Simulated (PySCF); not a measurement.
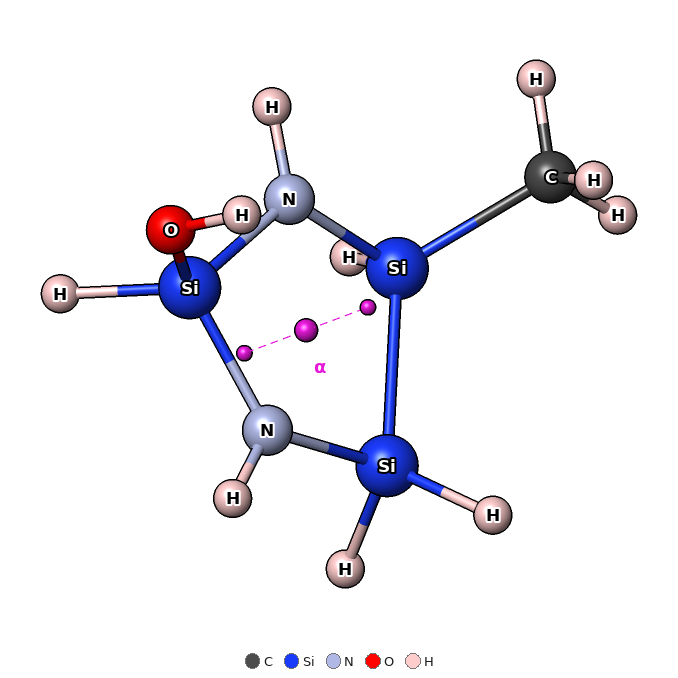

The small points mark where nucleus-independent chemical shifts (NICS) were computed: at the centre of each lettered ring and 1 Å above and below it. Computed geometry: GFN2-xTB optimisation. No frequency run is at hand to confirm it as a minimum. Level of theory: GIAO PBE0/pcSseg-1 NMR shielding, non-relativistic, gas phase (PySCF 2.14.0).

Give NICS(0), NICS(1) and the out-of-plane component NICS(1)zz for each ring (means of the two sides).

```json
{"ring": "α", "members": "Si3N2", "NICS(0)": "−5.6", "NICS(1)": "−2.7", "NICS(1)zz": "0.2"}
```

Values in ppm.

Question. What do the values say about the ring currents?

Answer. Ring α: weak, as in a non-aromatic ring. NICS is one index among several.

The geometry is semi-empirical. Around Si such bond lengths and angles can be off by a tenth of an ångström or more and by several degrees, and values that hang on the shape move with them.
